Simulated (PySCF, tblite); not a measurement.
# C5H9BO2: dynamics, then NMR shifts on frames, part 2 of 2

tblite 0.8.0 and PySCF 2.14.0. Atoms count from 0.

## Step 5: Shielding tensors: 625 fs, PBE0/pcSseg-1

What the job is given:

```
{"job": {"kind": "nmr", "xc": "PBE0", "basis": "pcSseg-1", "pop": false}, "charge": 0, "multiplicity": 1}
C      3.100500     0.710000     1.555100
C      1.879800     0.550600     0.794500
C      0.787400     0.520400     0.313600
C     -0.518200     0.230000    -0.297700
C     -1.547500    -0.228400     0.760300
B     -3.056400    -0.101000     0.221300
O     -3.394600     1.175500     0.144100
O     -3.713700    -1.277100     0.080900
H      3.574100     1.596600     1.149700
H      3.692600    -0.239500     1.406400
H      2.754600     0.828400     2.598300
H     -0.781500     1.218300    -0.746100
H     -0.397000    -0.555000    -1.079300
H     -1.189100    -1.197900     1.084800
H     -1.387100     0.408500     1.584200
H     -4.254100     1.572900    -0.137800
H     -4.554800    -1.202400    -0.369900
```

Level: GIAO PBE0/pcSseg-1 NMR shielding, non-relativistic, gas phase.

The log of the run:

```text
coarse grid: 14272 points
cycle   1  E = -370.5701623035  dE =  1.092e+00  |g| = 9.165e-01  |ddm| = 3.880e+00
cycle   2  E = -370.4794042717  dE =  9.076e-02  |g| = 1.182e+00  |ddm| = 2.042e+00
cycle   3  E = -370.7340201967  dE = -2.546e-01  |g| = 9.623e-02  |ddm| = 1.217e+00
cycle   4  E = -370.7357056114  dE = -1.685e-03  |g| = 3.565e-02  |ddm| = 1.441e-01
cycle   5  E = -370.7359161213  dE = -2.105e-04  |g| = 2.022e-02  |ddm| = 4.213e-02
cycle   6  E = -370.7360098861  dE = -9.376e-05  |g| = 4.670e-03  |ddm| = 1.843e-02
cycle   7  E = -370.7360149762  dE = -5.090e-06  |g| = 1.008e-03  |ddm| = 4.118e-03
final grid: 138016 points
cycle   8  E = -370.8025090462  dE = -4.637e-05  |g| = 9.785e-03  |ddm| = 4.111e-02
cycle   9  E = -370.8024967258  dE =  1.232e-05  |g| = 1.273e-02  |ddm| = 1.717e-02
cycle  10  E = -370.8025295024  dE = -3.278e-05  |g| = 1.357e-03  |ddm| = 9.390e-03
cycle  11  E = -370.8025298747  dE = -3.723e-07  |g| = 4.772e-04  |ddm| = 1.425e-03
cycle  12  E = -370.8025299227  dE = -4.803e-08  |g| = 1.815e-04  |ddm| = 5.176e-04
cycle  13  E = -370.8025299302  dE = -7.506e-09  |g| = 2.878e-05  |ddm| = 1.594e-04
cycle  14  E = -370.8025299304  dE = -1.654e-10  |g| = 9.693e-06  |ddm| = 3.806e-05
converged SCF energy = -370.8025299304

GIAO shielding tensors (ppm)
atom      isotropic    diamagn.    paramagn.     s11        s22        s33       span
  0 C      179.302     255.541     -76.238    173.019    177.163    187.725     14.707
  1 C      103.317     272.498    -169.181     17.761     26.009    266.180    248.419
  2 C       96.874     267.807    -170.933      0.290     14.529    275.803    275.513
  3 C      164.103     252.859     -88.756    149.795    167.328    175.184     25.389
  4 C      166.229     256.565     -90.336    153.188    162.923    182.576     29.388
  5 B       73.748     198.289    -124.541     60.558     68.330     92.355     31.796
  6 O      223.757     385.999    -162.242    145.401    255.418    270.452    125.051
  7 O      226.107     381.439    -155.332    128.643    269.097    280.582    151.939
  8 H       29.507      28.917       0.590     23.959     28.241     36.322     12.363
  9 H       28.648      28.349       0.299     23.454     27.220     35.269     11.814
 10 H       28.761      29.652      -0.890     23.174     28.345     34.765     11.591
 11 H       28.888      31.743      -2.855     22.916     29.951     33.797     10.881
 12 H       28.890      33.231      -4.341     23.464     28.960     34.244     10.780
 13 H       30.924      34.133      -3.209     26.766     30.737     35.268      8.502
 14 H       31.782      34.889      -3.108     28.062     31.851     35.432      7.369
 15 H       26.976      26.376       0.600     20.837     21.356     38.734     17.897
 16 H       28.612      26.392       2.220     22.419     23.125     40.292     17.873
```

Run time: 22 s. Hardware: 1 thread of Intel Xeon Platinum 8488C, shared host; peak memory 0.84 GiB.

In short: δ C2 90.1, C1 83.6, C3 22.8, C4 20.7, H15 4.74, H16 3.11 ppm.

## Step 6: NMR shieldings: 800 fs, PBE0/pcSseg-1

What the job is given:

```
{"job": {"kind": "nmr", "xc": "PBE0", "basis": "pcSseg-1", "pop": false}, "charge": 0, "multiplicity": 1}
C      3.092600     0.565700     1.697600
C      1.701200     0.560600     1.193500
C      0.577100     0.443200     0.782200
C     -0.705500     0.687400     0.195500
C     -1.644800    -0.355600     0.724000
B     -3.286100    -0.198000     0.336800
O     -3.580200     1.070500     0.182100
O     -4.059800    -1.270800     0.451700
H      3.219700     0.607200     2.756100
H      3.576800     1.317400     1.159100
H      3.503600    -0.429400     1.502100
H     -1.077000     1.675500     0.454100
H     -0.710700     0.626900    -0.821400
H     -1.253400    -1.343700     0.401800
H     -1.634200    -0.306900     1.827400
H     -4.518100     1.315000    -0.061000
H     -4.977300    -1.217800     0.240800
```

Level: GIAO PBE0/pcSseg-1 NMR shielding, non-relativistic, gas phase.

The log of the run:

```text
coarse grid: 14272 points
cycle   1  E = -370.5648186454  dE =  1.198e+00  |g| = 9.133e-01  |ddm| = 3.968e+00
cycle   2  E = -370.4769610798  dE =  8.786e-02  |g| = 1.170e+00  |ddm| = 1.664e+00
cycle   3  E = -370.7252781288  dE = -2.483e-01  |g| = 1.109e-01  |ddm| = 9.225e-01
cycle   4  E = -370.7269928458  dE = -1.715e-03  |g| = 6.678e-02  |ddm| = 1.434e-01
cycle   5  E = -370.7279370722  dE = -9.442e-04  |g| = 2.359e-02  |ddm| = 6.141e-02
cycle   6  E = -370.7280687157  dE = -1.316e-04  |g| = 4.014e-03  |ddm| = 2.187e-02
cycle   7  E = -370.7280719348  dE = -3.219e-06  |g| = 1.436e-03  |ddm| = 4.051e-03
final grid: 138016 points
cycle   8  E = -370.7950672669  dE = -5.318e-05  |g| = 1.010e-02  |ddm| = 4.229e-02
cycle   9  E = -370.7950552967  dE =  1.197e-05  |g| = 1.303e-02  |ddm| = 1.597e-02
cycle  10  E = -370.7950885174  dE = -3.322e-05  |g| = 1.392e-03  |ddm| = 8.859e-03
cycle  11  E = -370.7950888991  dE = -3.817e-07  |g| = 4.778e-04  |ddm| = 1.366e-03
cycle  12  E = -370.7950889441  dE = -4.497e-08  |g| = 2.071e-04  |ddm| = 4.922e-04
cycle  13  E = -370.7950889537  dE = -9.643e-09  |g| = 4.809e-05  |ddm| = 1.799e-04
cycle  14  E = -370.7950889542  dE = -4.439e-10  |g| = 1.431e-05  |ddm| = 5.060e-05
converged SCF energy = -370.7950889542

GIAO shielding tensors (ppm)
atom      isotropic    diamagn.    paramagn.     s11        s22        s33       span
  0 C      184.386     254.031     -69.645    170.192    179.474    203.493     33.301
  1 C      103.082     268.725    -165.643     17.907     26.283    265.058    247.151
  2 C       98.205     263.136    -164.931      2.396     10.372    281.847    279.451
  3 C      175.498     250.401     -74.903    164.989    169.422    192.084     27.095
  4 C      161.841     253.599     -91.758    145.210    161.398    178.916     33.705
  5 B       74.277     196.621    -122.343     64.087     65.440     93.305     29.218
  6 O      212.875     385.078    -172.203    129.567    250.600    258.457    128.890
  7 O      236.332     380.212    -143.880    153.134    277.232    278.630    125.496
  8 H       30.510      28.768       1.741     25.750     28.359     37.420     11.669
  9 H       30.856      30.182       0.675     25.001     29.446     38.123     13.122
 10 H       29.683      31.318      -1.636     24.238     28.407     36.403     12.165
 11 H       29.444      31.074      -1.630     23.325     30.378     34.628     11.303
 12 H       31.631      34.966      -3.335     26.198     31.842     36.852     10.654
 13 H       30.319      32.619      -2.300     25.465     30.834     34.659      9.194
 14 H       30.447      31.288      -0.841     26.320     30.924     34.096      7.777
 15 H       27.243      25.376       1.866     21.642     22.003     38.083     16.441
 16 H       28.737      27.339       1.398     22.569     22.838     40.803     18.234
```

Run time: 23 s. Hardware: 1 thread of Intel Xeon Platinum 8488C, shared host; peak memory 0.84 GiB.

Key values: δ C2 88.7, C1 83.8, C4 25.1, C3 11.4, H15 4.47, H16 2.98 ppm.

## Step 7: NMR shieldings: 1000 fs, PBE0/pcSseg-1

What the job is given:

```
{"job": {"kind": "nmr", "xc": "PBE0", "basis": "pcSseg-1", "pop": false}, "charge": 0, "multiplicity": 1}
C      2.548700     1.317600     1.839800
C      1.107500     1.400700     1.457500
C      0.190000     1.348800     0.681000
C     -1.137800     1.105500     0.198600
C     -1.601000    -0.203300     0.791800
B     -3.173200    -0.340300     0.686300
O     -3.973700     0.763600     0.204900
O     -3.835600    -1.408100     1.037200
H      3.074300     0.414600     1.476700
H      2.585500     1.230300     2.891700
H      3.121200     2.123700     1.436600
H     -1.739100     1.953900     0.461200
H     -1.050400     1.037900    -0.917800
H     -1.039200    -1.138700     0.398100
H     -1.367100    -0.114000     1.851100
H     -4.903800     0.678700     0.360500
H     -4.797400    -1.558800     0.958500
```

With the program's defaults for keys left out, this is: GIAO PBE0/pcSseg-1 NMR shielding, non-relativistic, gas phase.

The log of the run:

```text
coarse grid: 14272 points
cycle   1  E = -370.5631929573  dE =  1.089e+00  |g| = 9.235e-01  |ddm| = 3.702e+00
cycle   2  E = -370.4691999413  dE =  9.399e-02  |g| = 1.196e+00  |ddm| = 1.583e+00
cycle   3  E = -370.7246874186  dE = -2.555e-01  |g| = 1.027e-01  |ddm| = 8.617e-01
cycle   4  E = -370.7265198543  dE = -1.832e-03  |g| = 4.444e-02  |ddm| = 1.347e-01
cycle   5  E = -370.7268375447  dE = -3.177e-04  |g| = 2.246e-02  |ddm| = 4.588e-02
cycle   6  E = -370.7269465105  dE = -1.090e-04  |g| = 6.552e-03  |ddm| = 2.024e-02
cycle   7  E = -370.7269559615  dE = -9.451e-06  |g| = 2.008e-03  |ddm| = 5.469e-03
final grid: 138016 points
cycle   8  E = -370.7925472752  dE = -4.321e-05  |g| = 9.600e-03  |ddm| = 3.062e-02
cycle   9  E = -370.7925271551  dE =  2.012e-05  |g| = 1.373e-02  |ddm| = 1.583e-02
cycle  10  E = -370.7925655854  dE = -3.843e-05  |g| = 2.640e-03  |ddm| = 9.907e-03
cycle  11  E = -370.7925672496  dE = -1.664e-06  |g| = 5.191e-04  |ddm| = 2.247e-03
cycle  12  E = -370.7925673057  dE = -5.615e-08  |g| = 1.618e-04  |ddm| = 5.120e-04
cycle  13  E = -370.7925673110  dE = -5.245e-09  |g| = 4.711e-05  |ddm| = 1.346e-04
cycle  14  E = -370.7925673114  dE = -3.940e-10  |g| = 1.437e-05  |ddm| = 4.453e-05
converged SCF energy = -370.7925673114

GIAO shielding tensors (ppm)
atom      isotropic    diamagn.    paramagn.     s11        s22        s33       span
  0 C      180.656     249.345     -68.689    164.877    175.260    201.830     36.953
  1 C      101.320     271.496    -170.177     19.896     28.099    255.964    236.068
  2 C       80.524     265.500    -184.975    -28.988    -10.532    281.093    310.081
  3 C      169.709     253.936     -84.227    159.337    170.541    179.250     19.914
  4 C      159.419     249.594     -90.175    142.494    153.999    181.764     39.270
  5 B       72.133     188.810    -116.677     50.213     75.448     90.736     40.523
  6 O      206.059     384.007    -177.948    117.062    230.675    270.440    153.378
  7 O      203.222     382.108    -178.886    123.301    235.744    250.621    127.320
  8 H       29.434      31.955      -2.521     24.640     27.985     35.675     11.035
  9 H       31.020      28.352       2.668     25.715     29.087     38.259     12.544
 10 H       30.245      28.728       1.517     25.050     28.264     37.422     12.373
 11 H       29.441      30.696      -1.255     22.846     30.387     35.090     12.244
 12 H       29.174      31.739      -2.566     24.080     28.512     34.929     10.849
 13 H       28.499      30.859      -2.360     24.718     28.009     32.771      8.053
 14 H       30.344      31.473      -1.130     26.176     31.099     33.756      7.580
 15 H       29.433      29.651      -0.218     24.515     24.753     39.032     14.517
 16 H       26.859      27.620      -0.762     21.853     22.051     36.671     14.818
```

Wall time 24 s (1 thread of Intel Xeon Platinum 8488C, shared host); peak memory 0.84 GiB.

Key values: δ C2 106.4, C1 85.6, C4 27.5, C3 17.2, H16 4.86, H13 3.22 ppm.

## Step 8: Comparing the runs: NMR shifts

Shifts (ppm) of some atoms, chosen among heavy atoms and hydrogens apart, with basis size and wall time:

```
  frame     C2    C1    C3   H15   H12     O7     O6  functions  time
 250 fs   89.6  77.6  18.0  3.62  2.19  126.4  126.1        181  25 s
 425 fs   90.8  85.1  19.1  3.04  2.20  116.8  111.7        181  23 s
 625 fs   90.1  83.6  22.8  4.74  2.83  110.0  112.3        181  22 s
 800 fs   88.7  83.8  11.4  4.47  0.09   99.7  123.2        181  23 s
1000 fs  106.4  85.6  17.2  2.28  2.54  132.9  130.0        181  24 s
```

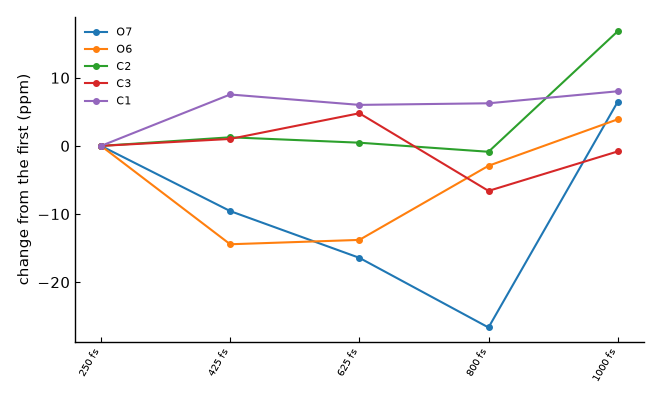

How five of the tabulated atoms move from run to run.

## Step 9: Results

This closing draws on all 2 parts.

```
                                           quantity                                                     value
                                         thermostat                                                     300 K
                      mean temperature, second half                                                     334 K
            mean potential energy above the minimum                                                   0.64 eV
     13C shifts against TMS (PBE0/pcSseg-1, 250 fs)                           89.6, 77.6, 21.1, 18.0, 4.6 ppm
      1H shifts against TMS (PBE0/pcSseg-1, 250 fs)  4.49, 3.62, 2.39, 2.19, 2.11, 2.05, 1.73, 1.61, 1.61 ppm
11B shifts against BF3·OEt2 (PBE0/pcSseg-1, 250 fs)                                                  28.7 ppm
     17O shifts against H2O (PBE0/pcSseg-1, 250 fs)                                          126.4, 126.1 ppm
                           range of the shift of O7                                         99.7 to 132.9 ppm
```

What this shows: In the second half the potential energy averages 0.64 eV above the minimum; equipartition over 45 harmonic modes at 300 K would give 0.58 eV. With 17 atoms the temperature swings widely (142 to 446 K). Shifts at one fixed geometry are not the observed spectrum, which averages over the motion. In the first frame run (250 fs): Shielding is most anisotropic at C2 (span 281 ppm, paramagnetic term -165 ppm). In ppm, O7 moves most: its shift spreads over 33.1 ppm, from 99.7 (800 fs) to 132.9 (1000 fs).
